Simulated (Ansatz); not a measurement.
The starting structures come from a database of crystals and need not be the phases stable at ambient conditions.

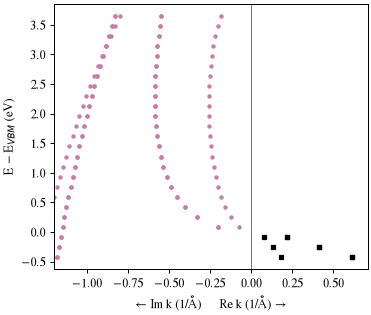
Figure: Complex bands at the centre of the two-dimensional zone; r2SCAN (Ansatz, a quantum-chemistry and plane-wave program)

The gap is the functional's own. No spin-orbit coupling. Mid-gap values are interpolated on the energy grid.

Task: This is Li₂Se (Fm-3m, anti-fluorite, not sure to be the ambient phase, 3 atoms a cell, 17.6 Å³ an atom) along the normal of (111). Read off the slowest decay at the centre of the two-dimensional zone at 1.78 eV, the computed energy nearest the middle of the gap.

Result: κ ≈ 0.25 1/Å, a decay length 1/(2κ) of the density of 2.0 Å.
